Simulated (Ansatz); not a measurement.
TiTe$_{2}$ (CdI2 type)

Space group P-3m1 (No. 164); a = b = 3.7840 Å, c = 6.6016 Å, α = β = 90.00°, γ = 120.00°

| atom | site | symmetry | x | y | z |
|---|---|---|---|---|---|
| Ti | 1a | -3m. | 0.0000 | 0.0000 | 0.0000 |
| Te | 2d | 3m. | 0.3333 | 0.6667 | 0.2569 |

Equation-of-state scan: isotropic scaling of the cell above, V₀ being its volume. The atoms relax within the cell's symmetry.

These are r2SCAN+rVV10 (plane waves to 500 eV, PAW, scalar-relativistic; Ansatz, a quantum-chemistry and plane-wave program) values and carry that method's errors. k mesh 14×14×7 (Γ-centred), Fermi-Dirac smearing 0.05 eV. E stands for the smeared free energy. With the shape held, the modulus is that of even scaling; a crystal free to change shape is softer. Spin-orbit coupling is left out, though Te is heavy. TiTe2 is run without spin polarisation. TiTe2 was relaxed with its symmetry unable to fall. ΔE is measured from the relaxed starting cell.

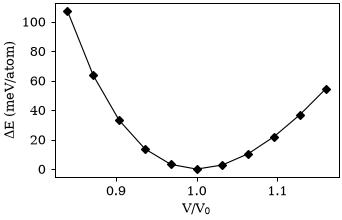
Figure: ΔE (meV/atom) against V/V₀; computed points joined by lines.

Question: What is ΔE at V/V₀ = 1.160?

Answer: About 55 meV/atom.

Question: What is ΔE at V/V₀ = 0.840?

Answer: About 110 meV/atom.

Question: What bulk modulus at fixed cell shape B₀ follows from a third-order Birch-Murnaghan fit?

Answer: About 34 GPa.

(A scan under strain: stresses follow from slopes of the energy per volume, elastic moduli from its curvatures.)
